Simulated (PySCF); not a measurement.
SMILES NB(F)O (H3BFNO), singlet at its PBE0/def2-SVP optimised geometry (Å):

```
7

B     -0.1433     0.0049     0.0000
F     -0.8051    -1.1681    -0.0002
O     -0.8512     1.1681     0.0000
H     -1.7991     1.0072     0.0022
N      1.2576     0.0049     0.0000
H      1.7961     0.8581    -0.0010
H      1.7991    -0.8462     0.0006
```

Calculation: PBE0/def2-TZVP (PySCF). Cells within 0.4 Å of a nucleus heavier than hydrogen are left out (blank, or x).

Map of the log10 of the electron density (e/bohr³), floored at −4 on the plane z = 0.0 Å:

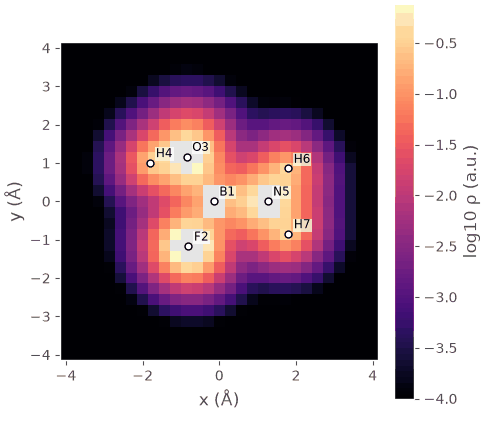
Fig. 1. Log10 of the electron density (e/bohr³), floored at −4 on the plane z = 0.0 Å.
